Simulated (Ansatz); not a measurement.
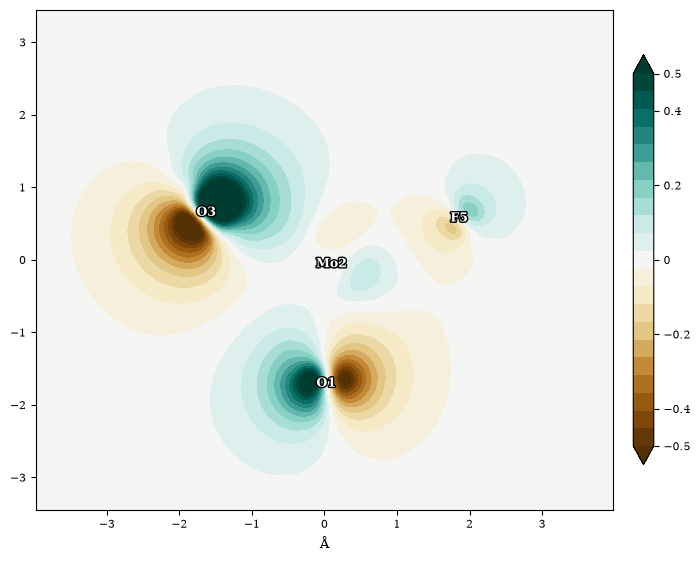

Figure 1: F2H2MoO3 (SMILES [O]=[Mo]([OH])([OH])([F])[F]). The HOMO on the plane of atoms O1, Mo2 and F5 (values in Å⁻³ᐟ²; the overall sign is arbitrary).

Geometry: PBE0-D4/def2-TZVP; core potentials replace the inner electrons of Mo.

The calculation used RKS PBE0-D4/def2-TZVPP (Ansatz 0.2.0).

Input file:

```
crystal:
  periodic: [false, false, false]
  atoms:
    - {symbol: O, position_ang: [-1.425687, -0.464781, 1.225327]}
    - {symbol: Mo, position_ang: [-0.363587, 0.268395, 0.198350]}
    - {symbol: O, position_ang: [1.380572, 0.060497, 0.847701]}
    - {symbol: O, position_ang: [-0.095763, -1.144206, -0.998143]}
    - {symbol: F, position_ang: [-1.219451, 1.117535, -1.223633]}
    - {symbol: F, position_ang: [-0.228568, 1.988265, 0.850896]}
    - {symbol: H, position_ang: [1.762344, -0.819521, 0.922051]}
    - {symbol: H, position_ang: [0.282442, -1.063185, -1.878452]}
basis:
  gaussian: {orbitals: def2-TZVPP}
hamiltonian: {xc: pbe0, dispersion: d4}
output: {orbitals: {seedname: orbitals}}
```

Run with:

```sh
ansatz run in.yaml --threads 4 --pin off --events-out ev --progress --plain --max-ram 10444MiB
```

### Where does this orbital lie, and at what energy?

By Hirshfeld shares it lies mainly on O3 (about 40 %), O4 (about 35 %) and O1 (about 10 %); largely a combination of lone pairs on O3, O4 and O1. Its energy is −9.80 eV.
